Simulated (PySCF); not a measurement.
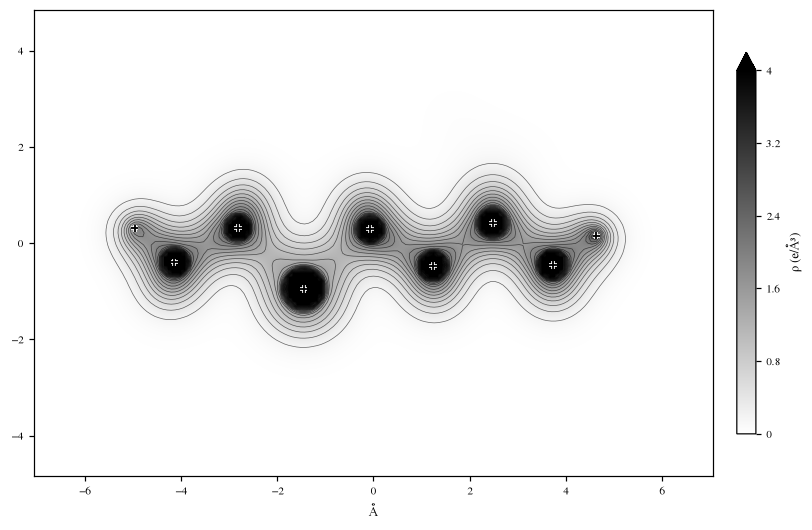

The electron density on a plane through atoms (crosses mark nuclei in the plane).

The calculation used PBE0/pcSseg-1, SCF density, gas phase, non-relativistic in PySCF.

Candidates:
A. C₃H₃F₃ (SMILES C=C(F)C(F)F)
B. C₆H₁₆OSSi
C. C₄H₁₂OSi (SMILES [H][Si](C)(C)OCC)

**Which candidate gave the map?**

Candidate B: C₆H₁₆OSSi on the plane of atoms C6, C7 and C8, which holds C, S and H. C–C (1.52 Å): ρ at the midpoint is about 1.7 e/Å³. C–S (1.86 Å): the density is about 1.2 e/Å³ at the midpoint.
